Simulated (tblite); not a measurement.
Scan of H₃Ga, singlet: map of symmetric stretch and umbrella angle. Scanned: Ga-H bond length and angle between the Ga-H bonds and the threefold axis (90 = planar).

Cartesian coordinates as functions of the variables (Å; names that start with a are angles):
```
Ga  0  0  0
H  r*sin(a)*cos(0*2*pi/3+0)  r*sin(a)*sin(0*2*pi/3+0)  0+r*cos(a)
H  r*sin(a)*cos(1*2*pi/3+0)  r*sin(a)*sin(1*2*pi/3+0)  0+r*cos(a)
H  r*sin(a)*cos(2*2*pi/3+0)  r*sin(a)*sin(2*2*pi/3+0)  0+r*cos(a)
```

Calculation: GFN2-xTB, 300 K electronic temperature in tblite.

Energy in kJ/mol above the lowest grid point; x is the Ga-H bond length (Å), y the angle between the Ga-H bonds and the threefold axis (90 = planar) (°).

```csv
y \ x,1.38,1.47,1.55,1.62,1.69,1.76,1.84,1.91,1.96
130,381.9,284.0,238.6,218.2,209.3,207.9,212.1,218.6,224.0
127.20,324.5,233.4,193.1,176.6,171.2,173.0,180.4,189.4,196.6
123.20,258.9,175.7,141.4,129.6,128.3,133.8,145.0,157.1,166.3
119.20,208.3,131.3,101.8,93.7,95.7,104.2,118.7,133.2,144.1
115.20,168.9,97.0,71.4,66.2,71.0,82.1,99.1,115.7,128.0
111.20,138.5,70.6,48.0,45.4,52.4,65.5,84.7,103.1,116.5
107.20,115.2,50.4,30.4,29.7,38.5,53.3,74.3,94.2,108.6
103.20,97.8,35.5,17.3,18.2,28.5,44.6,67.1,88.1,103.3
99.20,85.6,25.0,8.2,10.2,21.6,38.7,62.2,84.2,99.9
95.20,78.0,18.4,2.6,5.3,17.4,35.1,59.4,81.9,98.0
90,74.4,15.4,0.0,3.0,15.4,33.5,58.1,80.8,97.2
```

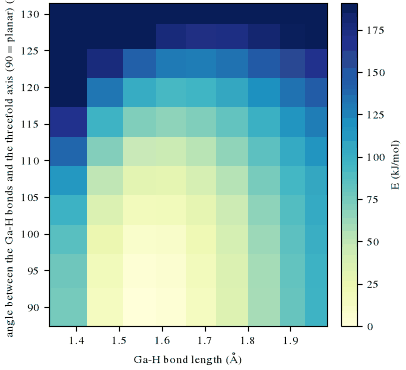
Figure. Energy surface, cut off at 191 kJ/mol.

Points that lie below all their neighbours on the grid: x = 1.55, y = 90 on the edge of the grid (0.0 kJ/mol).
